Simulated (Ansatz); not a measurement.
# CH6FNSSi: ladder of methods at one geometry

How do the methods compare on CH6FNSSi, in result and in cost? The task is a ladder of methods at one geometry, for CH6FNSSi. SMILES: CN[SiH](F)S.

Program: Ansatz 0.2.0 through its Python package. The levels of theory stand in the script. These are calculated values, not measurements.

## 1. Starting point

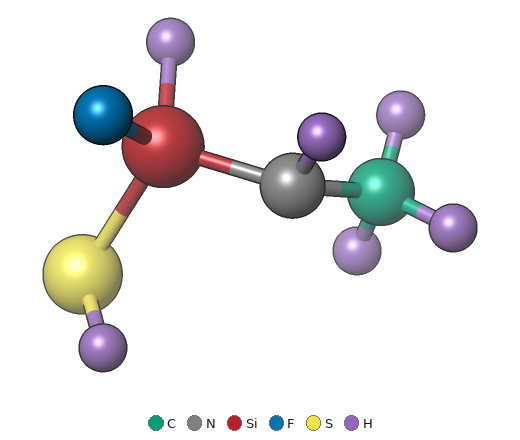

The structure that the script starts from, seen from a chosen angle (carbon teal, nitrogen grey, silicon red, fluorine blue, sulfur yellow, hydrogen purple).

The script holds or builds the structure itself.

## 2. The code

Contents of ch6fnssi_methods.py:

```python
"""CH6FNSSi at several levels of theory."""

from pathlib import Path

import ansatz
import numpy as np

BASIS = "cc-pVDZ"

GEOMETRY = """
C    -0.47530   -0.82780    1.26600
N    -0.14470    0.41960    0.53890
Si    0.76540    0.45640   -0.88500
F     1.28060    1.99230   -1.10810
S    -0.42020   -0.22910   -2.48470
H    -1.16400   -0.50270    2.10110
H     0.37720   -1.31120    1.65130
H    -1.05650   -1.45040    0.61120
H     0.29570    1.08810    1.23410
H     1.99820   -0.38550   -0.64710
H    -1.39110    0.69320   -2.25710
"""

ch6fnssi = ansatz.Crystal.molecule()
for line in GEOMETRY.strip().splitlines():
    symbol, *xyz = line.split()
    ch6fnssi = ch6fnssi.atom(symbol, [float(v) for v in xyz])

job = (
    ch6fnssi.calculation()
    .basis(gaussian=BASIS)  # atom-centred Gaussian functions
    .scf(lower_state_search="off")
)

print("functional    E (Ha)        dipole (D)   HOMO (eV)  LUMO (eV)")
for name in ["lda", "r2scan", "pbe0", "b3lyp", "blyp", "pbe"]:
    r = job.functional(name).forces().orbitals().run(runs_dir="runs").report
    lines = Path(r["orbitals_path"]).read_text().splitlines()
    field_of = lambda key: [line.split("=")[1].strip() for line in lines if line.startswith(key)]
    orbitals = [(27.211386 * float(e), s, float(n)) for e, s, n in zip(field_of("Ene="), field_of("Spin="), field_of("Occup="))]
    homo = max(e for e, _, n in orbitals if n > 0.5)
    lumo = min(e for e, _, n in orbitals if n < 0.5)
    dipole = 4.803205 * np.linalg.norm(r["charge_distribution"]["dipole_moment_e_ang"])
    print(f"{name:10s} {r['free_energy_ev'] / 27.211386246:14.6f} {dipole:9.3f} {homo:11.3f} {lumo:10.3f}")
```

## 3. Launch

Run with:

```bash
> python ch6fnssi_methods.py
```

Output:

```text
functional    E (Ha)        dipole (D)   HOMO (eV)  LUMO (eV)
lda           -880.067488     2.245      -5.674     -0.439
r2scan        -883.943357     2.273      -5.945      0.014
pbe0          -883.624677     2.282      -7.086      0.620
b3lyp         -884.126261     2.190      -6.795      0.376
blyp          -884.015183     2.082      -5.429     -0.208
pbe           -883.543932     2.165      -5.591     -0.315
```

Run time: 39 s. Hardware: 1 thread of Arm Neoverse N1, shared host; peak memory 0.27 GiB.

## 4. Run by run

The 6 runs, in the order started:

| run | functional | energy (eV) | SCF cycles | CPU time (s) |
| --- | --- | --- | --- | --- |
| 1 | lda | -23947.8563 | 22 | 3.6 |
| 2 | r2scan | -24053.3241 | 21 | 10 |
| 3 | pbe0 | -24044.6524 | 19 | 7 |
| 4 | b3lyp | -24058.3012 | 20 | 7.7 |
| 5 | blyp | -24055.2786 | 20 | 4.5 |
| 6 | pbe | -24042.4552 | 23 | 5.2 |

Totals hang on method, basis and potentials, so only like runs compare.

The fields below are those of run 1.

## 5. The molecule's orbitals and density

The fields below are evaluated on a grid from the run's orbitals.

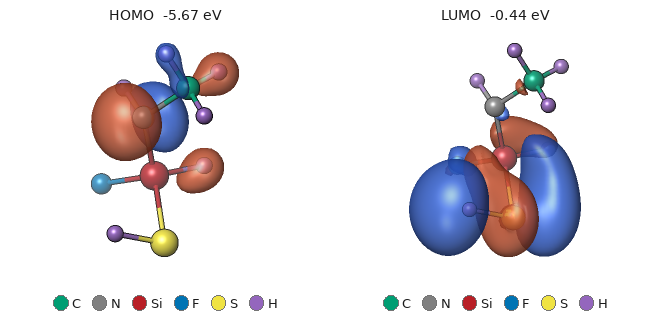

LDA/cc-pVDZ orbitals near the gap, drawn at the value that encloses 70 % of each; the two colours are the two signs.

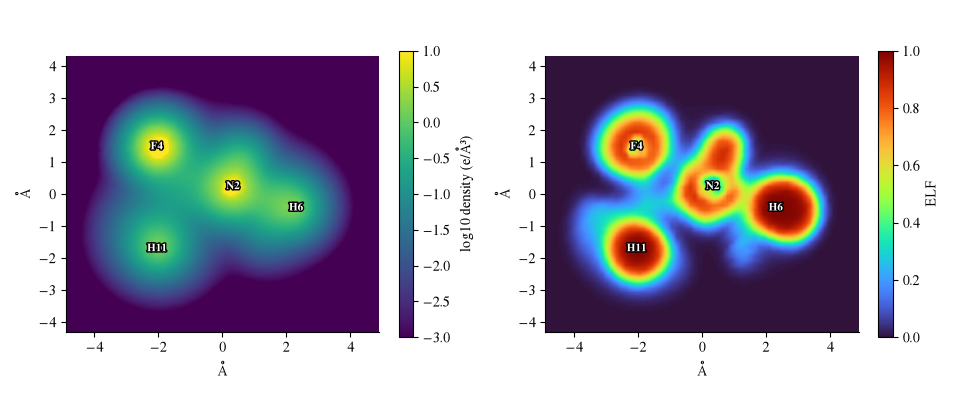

Density (left) and ELF (right) in a plane through or near 4 of the atoms.

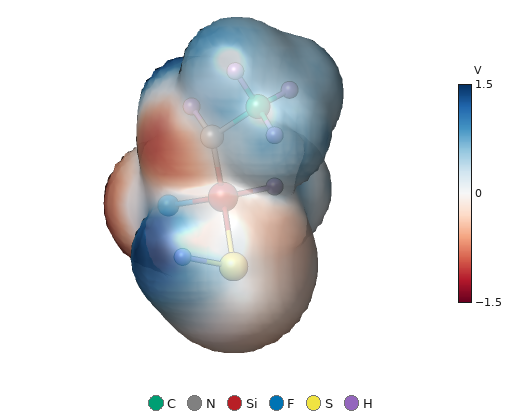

Electrostatic potential on the surface of density 0.002 e/bohr³; red is low, blue high. It runs from -0.96 V near F4 to 1.50 V near H9.

## 6. Summary of results

| quantity | value |
| --- | --- |
| runs compared | 6 |
| HOMO-LUMO gap of the mean field (LDA/cc-pVDZ) | 5.24 eV |

What this shows: All 6 runs converged (19 to 23 cycles). What to keep in mind:
- The geometry is a force-field or estimated start, not a minimum of this method, and the basis set is short of its limit. A lower total doesn't mark the better method: functionals have no common bound, and MP2 and coupled cluster aren't variational.
- b3lyp holds the VWN-RPA fit, as in Gaussian; the form of ORCA and Turbomole is b3lyp5.
- Levels such as HOMO and LUMO are orbital energies: with these approximate functionals they aren't the ionisation energy and electron affinity, and their gap isn't the fundamental gap.
- For Al to Cl the sets with a tight d function, cc-pV(X+d)Z, are usual.
